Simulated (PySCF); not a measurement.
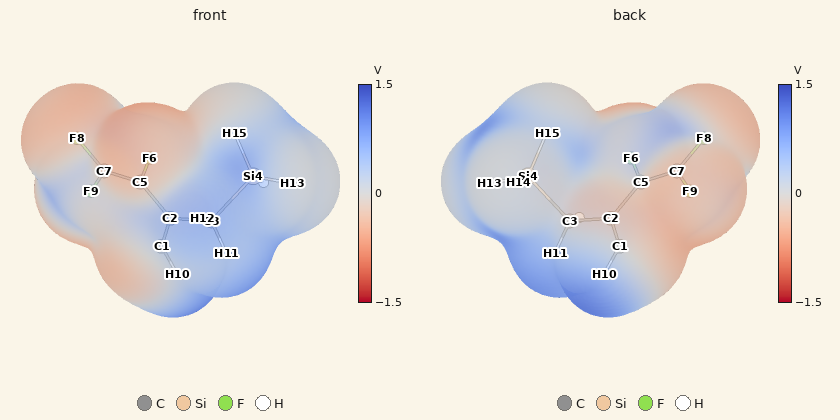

*C5H6F3Si (SMILES [H]/[C]=C(\C[SiH3])C(F)=C(F)F) (doublet). The molecular electrostatic potential painted on the density surface at 0.001 e/bohr³, seen from the front and from behind; the colour scale runs from red (negative) to blue (positive).*

Geometry: GFN2-xTB.

Theory: PySCF, UKS B3LYP, pcH-1 on C F H Si, non-relativistic, mean-field spin-orbit, GIAO.

```xyz
15

C    -0.8187   -1.4204   -1.3519
C    -0.3914   -0.6726   -0.3731
C     1.0219   -0.7518    0.1697
Si    2.0690    0.7479   -0.3957
C    -1.2598    0.3001    0.2884
F    -0.7710    0.9142    1.3853
C    -2.4956    0.6288   -0.0927
F    -3.2796    1.5041    0.5230
F    -3.1039    0.1190   -1.1534
H    -0.4145   -2.1655   -1.9942
H     1.4843   -1.6738   -0.1809
H     0.9744   -0.7983    1.2577
H     3.4202    0.5323    0.1219
H     2.0620    0.7587   -1.8591
H     1.4983    1.9852    0.1276
```

> Describe the electrostatic potential map.

The most negative region (about −0.6 V) lies over F6, the most positive (about +1.1 V) over H10.
